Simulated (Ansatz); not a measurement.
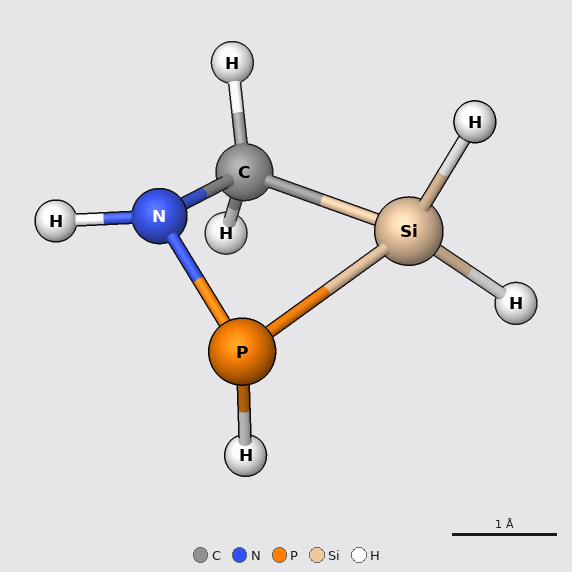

The picture shows a molecular structure as a ball-and-stick model.

Give the formula.

CH6NPSi, 10 atoms: 1 carbon, 6 hydrogen, 1 nitrogen, 1 phosphorus and 1 silicon.

What is its SMILES?

C1NP[SiH2]1

Give the symmetry (Schoenflies symbol).

C1.

More results for the same structure follow; atom numbers are the same in all pictures, views and colours differ. Computed geometry: PBE0-D4/def2-TZVP optimisation.

**Geometry**

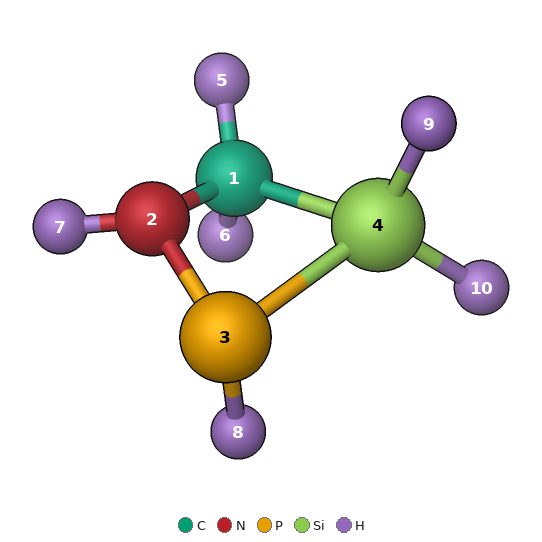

Atoms carry their numbers in the input.

Estimate the angles C1–N2–H7, C1–Si4–P3, C1–Si4–H9, C1–Si4–H10, N2–C1–Si4, N2–C1–H5, N2–C1–H6, N2–P3–Si4, P3–Si4–H9, P3–Si4–H10, Si4–C1–H5, Si4–P3–H8.

```tsv
angle	degrees
C1–N2–H7	117.6
C1–Si4–P3	77.1
C1–Si4–H9	113.6
C1–Si4–H10	118.5
N2–C1–Si4	91.6
N2–C1–H5	113.0
N2–C1–H6	113.5
N2–P3–Si4	73.5
P3–Si4–H9	114.1
P3–Si4–H10	120.8
Si4–C1–H5	118.7
Si4–P3–H8	89.9
```

**Vibrations**

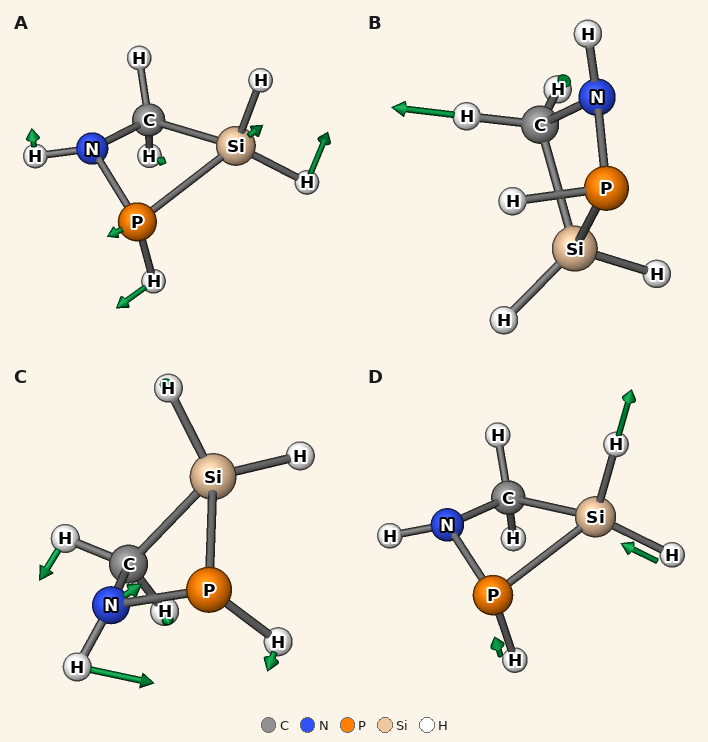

4 normal modes of one molecule or complex, as arrows. Harmonic vibrations computed with RKS PBE0-D4/def2-TZVP (Ansatz 0.2.0) at a stationary point of the same level.

Match the panels to the wavenumbers 446 cm⁻¹, 811 cm⁻¹, 2236 cm⁻¹, 2991 cm⁻¹.

A: 446 cm⁻¹
B: 2991 cm⁻¹, C–H stretching
C: 811 cm⁻¹
D: 2236 cm⁻¹, out-of-phase stretching of 2 Si–H bonds

**Electronic properties**

Properties computed with RKS HSE06 (plane-wave form)-D4/def2-TZVPP (Ansatz 0.2.0).

Predict the main results.

- HOMO energy (Kohn–Sham orbital): −6.28 eV
- LUMO energy (Kohn–Sham orbital): −0.73 eV
- HOMO–LUMO gap: 5.55 eV
- dispersion correction: −18.8 kJ/mol

**Dipole moment**

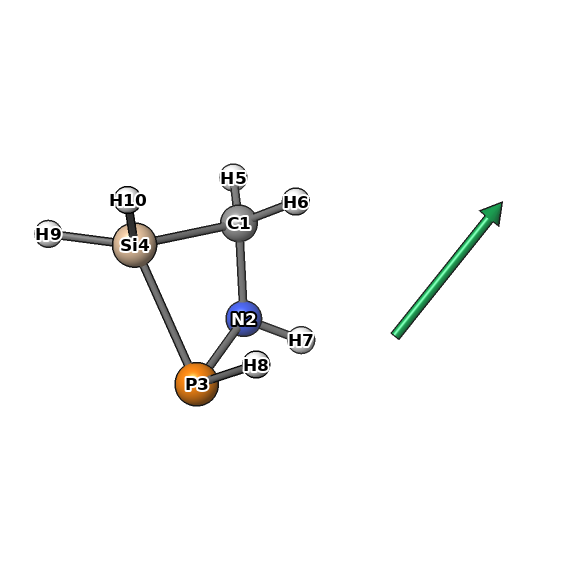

The arrow beside the molecule shows the direction of the dipole moment, from the negative to the positive end (its length means nothing). Method: RKS PBE0-D4/def2-TZVP (Ansatz 0.2.0).

How large is the dipole moment?

1.70 D; it points from the side of P3 to the side of H6 (the outermost atoms at the two ends).

**Charges**

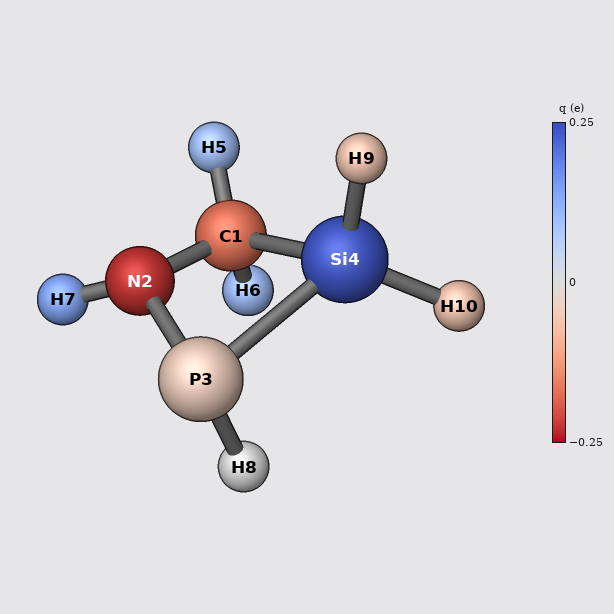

Atoms are coloured by their Mulliken charges. Properties computed with RKS PBE-D4/def2-TZVPP (Ansatz 0.2.0).

Give the Mulliken charges atom by atom.

```
atom  value (e)
  C1      −0.16
  N2      −0.22
  P3      −0.04
 Si4       0.23
  H5       0.09
  H6       0.09
  H7       0.13
  H8       0.00
  H9      −0.06
 H10      −0.06
```

Mulliken values depend strongly on the basis set and can even reverse the polarity of a bond.
